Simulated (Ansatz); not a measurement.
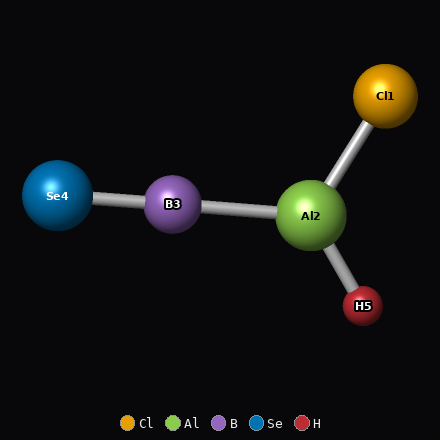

The system is AlBClHSe, SMILES [Cl][AlH][B]=[Se]; the picture shows the reference structure. The first coordinate is: bond length Cl1–Al2; the second: bond length Al2–B3. Nothing is relaxed (all other coordinates rigid). The grid has 13 × 13 points. Points are written as (first, second). Energies are in kcal/mol, from the lowest grid point. The calculation used RKS PBE0-D4/def2-SVP (Ansatz).

Its coordinates:

```yaml
atoms:
  - { symbol: Cl, position_ang: [-1.5188, 1.1605, 1.6051] }
  - { symbol: Al, position_ang: [0.0187, 0.7928, 0.2175] }
  - { symbol: B, position_ang: [0.2004, -1.1645, -0.5090] }
  - { symbol: Se, position_ang: [0.3551, -2.7876, -1.1148] }
  - { symbol: H, position_ang: [0.9445, 1.9989, -0.1987] }
```

Range: bond length Cl1–Al2 from 1.851 to 2.629 Å; bond length Al2–B3 from 1.760 to 2.724 Å.

> What landscape does the calculation give?

The lowest grid point is at (2.110 Å, 2.082 Å). It is the only kind of minimum in the scanned range. The highest grid point, (2.629 Å, 2.724 Å), lies 55.9 kcal/mol above the lowest. Round the minimum the two coordinates are nearly uncoupled.

| bond length Al2–B3 ↓, bond length Cl1–Al2 → | 1.851 | 1.916 | 1.981 | 2.046 | 2.110 | 2.175 | 2.240 | 2.305 | 2.370 | 2.435 | 2.500 | 2.564 | 2.629 |
| --- | --- | --- | --- | --- | --- | --- | --- | --- | --- | --- | --- | --- | --- |
| 2.724 | 43.7 | 34.9 | 29.7 | 27.2 | 26.8 | 28.0 | 30.3 | 33.5 | 37.4 | 41.7 | 46.3 | 51.0 | 55.9 |
| 2.644 | 39.0 | 30.2 | 25.0 | 22.4 | 22.0 | 23.1 | 25.4 | 28.6 | 32.5 | 36.8 | 41.4 | 46.1 | 51.0 |
| 2.564 | 34.5 | 25.7 | 20.4 | 17.8 | 17.4 | 18.5 | 20.8 | 23.9 | 27.7 | 32.0 | 36.6 | 41.3 | 46.1 |
| 2.483 | 30.3 | 21.4 | 16.1 | 13.5 | 13.0 | 14.0 | 16.3 | 19.5 | 23.2 | 27.5 | 32.0 | 36.7 | 41.5 |
| 2.403 | 26.4 | 17.5 | 12.1 | 9.5 | 9.0 | 10.0 | 12.2 | 15.4 | 19.1 | 23.4 | 27.9 | 32.5 | 37.3 |
| 2.323 | 23.0 | 14.0 | 8.6 | 6.0 | 5.4 | 6.4 | 8.6 | 11.7 | 15.4 | 19.7 | 24.2 | 28.8 | 33.6 |
| 2.242 | 20.2 | 11.2 | 5.8 | 3.1 | 2.4 | 3.4 | 5.6 | 8.7 | 12.4 | 16.6 | 21.1 | 25.7 | 30.5 |
| 2.162 | 18.5 | 9.5 | 4.0 | 1.2 | 0.5 | 1.5 | 3.6 | 6.7 | 10.4 | 14.5 | 19.0 | 23.7 | 28.4 |
| 2.082 | 18.2 | 9.1 | 3.5 | 0.7 | 0.0 | 0.9 | 3.0 | 6.0 | 9.7 | 13.8 | 18.3 | 22.9 | 27.7 |
| 2.001 | 19.8 | 10.6 | 5.0 | 2.1 | 1.3 | 2.2 | 4.3 | 7.2 | 10.9 | 15.0 | 19.4 | 24.0 | 28.8 |
| 1.921 | 23.8 | 14.6 | 8.9 | 6.0 | 5.2 | 6.0 | 8.0 | 10.9 | 14.5 | 18.6 | 23.0 | 27.6 | 32.3 |
| 1.841 | 31.2 | 21.9 | 16.1 | 13.1 | 12.3 | 13.0 | 15.0 | 17.9 | 21.5 | 25.5 | 29.9 | 34.4 | 39.1 |
| 1.760 | 43.1 | 33.7 | 27.9 | 24.8 | 23.9 | 24.6 | 26.5 | 29.3 | 32.9 | 36.9 | 41.2 | 45.7 | 50.3 |

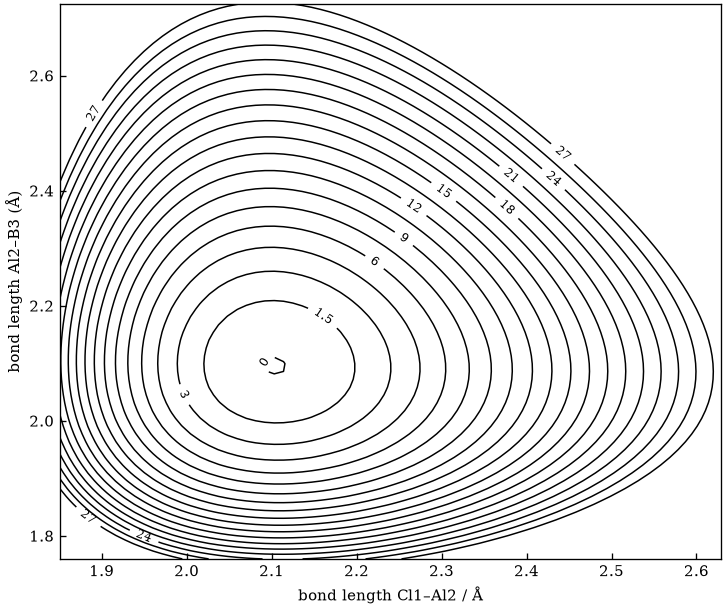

In the figure: contour lines labelled in kcal/mol (none above 27). Between grid points the surface is interpolated.

Each point was launched as `ansatz run input.yaml --threads 1 --pin off --max-ram 2560MiB --backend cpu --events-out ev --progress --plain --runs-dir out`. Time for the 169 points that were run: 13 min on 1 thread of Arm Neoverse V1, on a shared host.
